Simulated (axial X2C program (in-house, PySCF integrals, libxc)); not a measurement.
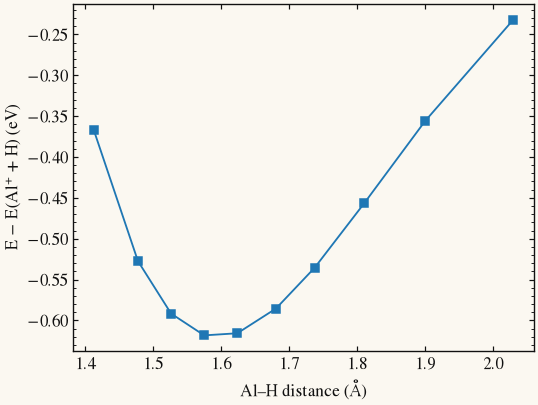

Fig. 1: Energy at 10 bond lengths, for one set of occupations held fixed; the line joins the points. A polynomial of degree 6 through 9 points gives rₑ = 1.594 Å, ωₑ = 1760 cm⁻¹, ωₑxₑ = 95 cm⁻¹ and Bₑ = 6.827 cm⁻¹. The minimum lies 0.62 eV below Al⁺ + H, each computed as one determinant at the same level.

**AlH⁺: relativistic diatomic calculation**

AlH⁺, single determinant with M_S = 1/2 and |Λ| = 0. Computed at this level: HF, spin-free X2C-1e, Al dyall-v3z, H dyall-v3z (cores contracted) (axial X2C program (in-house, PySCF integrals, libxc)).

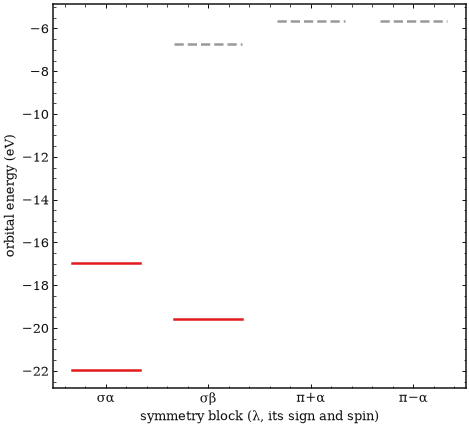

Fig. 2: Orbital energies near the frontier at 1.62 Å, filled (solid) and empty (dashed); a label such as π−α means λ = −1 and α spin. The highest filled orbital (σα; 46 % Al p, 38 % Al s) lies at −16.94 eV, the lowest empty one (σβ; 45 % Al p, 37 % Al s) at −6.73 eV.

Input and output of the run follow.

## Input
```
{"zs": [13, 1], "q": 1, "bas": ["dyall-v3z", "dyall-v3z"], "levels": ["PBE0", "HF", "r2SCAN"], "cc": true, "r0": 1.58, "thr": -2.0, "nmax": 90, "npts": 10, "nst": 2, "ntry": 6}
```

The line is the task of a batch: nuclear charges, charge, bases, the levels to run, a first guess of the distance and further settings. This report covers HF without spin-orbit coupling. The log is that of the reference distance 1.624 Å.

The run was one of a batch that the task file lists, launched with:
```bash
python <driver script> task.json out
```

## The program's output
```
spin-free X2C-1e  HF
basis functions 66  fitting functions 403  grid points 4353
iter        total energy     max residual
   1       -242.627063992     1.13e-01
   2       -242.633608394     6.26e-03
   3       -242.634176984     5.53e-03
   4       -242.634254599     2.30e-03
   5       -242.634266655     4.15e-04
   6       -242.634269246     3.66e-04
   7       -242.634270652     2.66e-04
   8       -242.634271001     6.74e-05
   9       -242.634271053     1.72e-05
  10       -242.634271056     8.59e-06
  11       -242.634271057     1.47e-06
converged
one-electron -342.06669552  Coulomb 113.51247898  exact exchange -18.31607898  xc functional 0.00000000  nuclear repulsion 4.23602447
correlated 3  virtual 103  natural virtual 49  E(MP2) -0.033939797  MP2 remainder -0.000874863
iter   CCSD correlation   residual
   1     -0.040850764   8.56e-02
   2     -0.045447043   4.02e-02
   3     -0.045951240   1.16e-02
   4     -0.046019615   3.05e-03
   5     -0.046001824   1.10e-03
   6     -0.046016727   4.05e-04
   7     -0.046012273   1.27e-04
   8     -0.046012079   3.35e-05
   9     -0.046011990   9.36e-06
  10     -0.046011989   1.90e-06
(T) -0.0005804613987608737  T1 0.0281  D1 0.0374  max T2 0.094
```

## The points of the curve

```tsv
R (Å)	E (hartree)	dipole (D; origin at the first atom, positive when the second is positive)	highest filled (eV)	lowest empty (eV)
1.413	−242.625134	−0.34	−16.92	−6.60
1.478	−242.631024	−0.33	−16.93	−6.65
1.527	−242.633386	−0.31	−16.93	−6.68
1.575	−242.634366	−0.28	−16.94	−6.71
1.624	−242.634271	−0.23	−16.94	−6.73
1.681	−242.633160	−0.16	−16.94	−6.74
1.738	−242.631324	−0.07	−16.95	−6.73
1.811	−242.628416	0.08	−16.96	−6.69
1.900	−242.624729	0.28	−16.95	−6.62
2.030	−242.620162	0.54	−16.94	−6.46
```

## Key numbers

| quantity | value |
| --- | --- |
| outcome | converged |
| bond length rₑ | 1.594 Å |
| ωₑ | 1760 cm⁻¹ |
| energy at the minimum | −242.63444 hartree |
| depth below the fragments | 0.62 eV |
| largest ⟨S²⟩ along the curve | 0.84 |
| hardware | 1 thread of Arm Neoverse V2, 24 GiB of memory available, shared host |
| peak memory | 0.2 GiB |

## Remarks

Hartree–Fock lacks correlation, so it usually binds too weakly.
